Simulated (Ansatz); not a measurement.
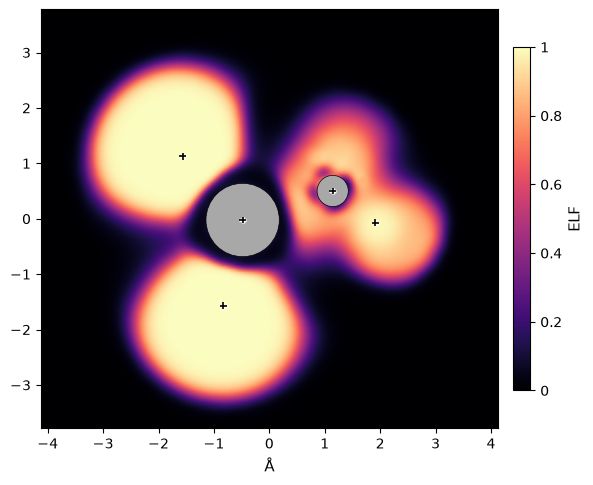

The electron localisation function on a plane through atoms (crosses mark nuclei in the plane; grey discs cover the cores).

These are results of Ansatz, RKS B3LYP-D4/def2-SVP, not measurements.

Candidates:
A. AlH3O···H2
B. FGaH2···H2

Q: Which system is this?

A: Candidate A: AlH3O···H2 on the plane of atoms H4, Al1 and H5, which holds Al, O and H. Al–O (1.71 Å): the ELF peaks at about 0.90 in the valence shell of O, 0.6 Å from its nucleus, and is about 0.40 at the midpoint. O–H (0.96 Å): the ELF climbs to about 1 towards the hydrogen, as it does in any bond to H (an ordinary covalent bond to hydrogen).
